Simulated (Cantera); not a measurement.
Feed: 1 mol NaCl, 0.26 mol H2, 77 mol N2, at 0.00133 bar.

Method: chemical equilibrium by Gibbs-energy minimisation in Cantera with the NASA 1993 tables (ideal gas, pure condensed phases). Candidate condensed phases: NH4Cl, Na, NaCl; 17 gas species. The numbers say what is thermodynamically allowed, not how fast it happens.

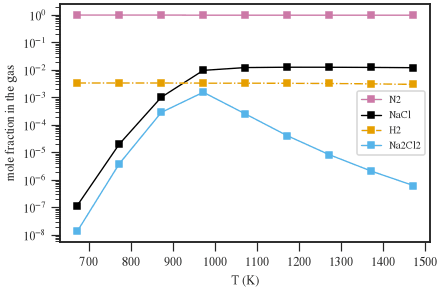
Figure. Equilibrium gas composition (values under 1e-9 drawn at 1e-9)

From 673 K to 873 K the condensed part is NaCl(s). From 973 K to 1473 K nothing is condensed. The main Na-bearing gas is NaCl throughout.
